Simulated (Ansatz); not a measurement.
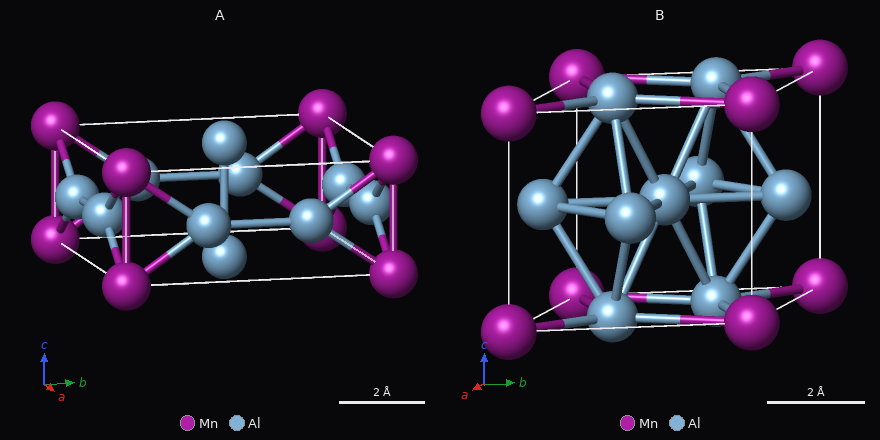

Two structures of MnAl5, each relaxed to rest (conventional cells in solid outline, small ones repeated, not to one scale). Method: DFT PBE, scalar-relativistic, plane waves, PAW in Ansatz 0.2.0, with collinear spins.

### Identify the two structures.

A: 6 atoms a cell on a primitive tetragonal lattice, P4/mmm. B: CaCu₅ type, P6/mmm.

### Which of the two does the method prefer?

A is lower, by 138 meV/atom at this level of theory (energies at zero smearing). Volumes: A 19.7, B 18.0 Å³/atom.

One or both may be structure types tried for this composition rather than known phases.
